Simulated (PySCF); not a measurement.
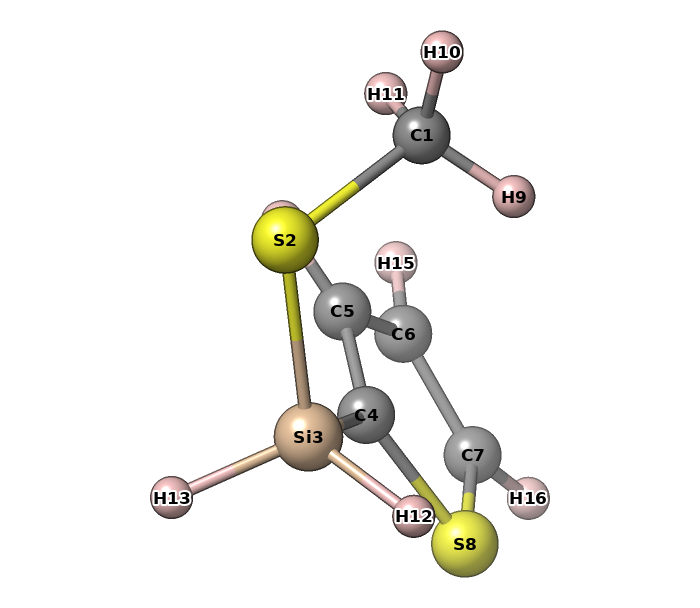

C4 lies behind Si3. The molecule seen a little off the Si3–C4 bond, Si3 in front. Atoms fade into the background with distance from the viewer. Geometry: an image of a reaction path computed with GFN2-xTB, not a minimum.

Q: What is the torsion angle S2–Si3–C4–S8? The sign is positive where the front bond must turn clockwise to cover the back bond.

A: 151°, antiperiplanar (anti).
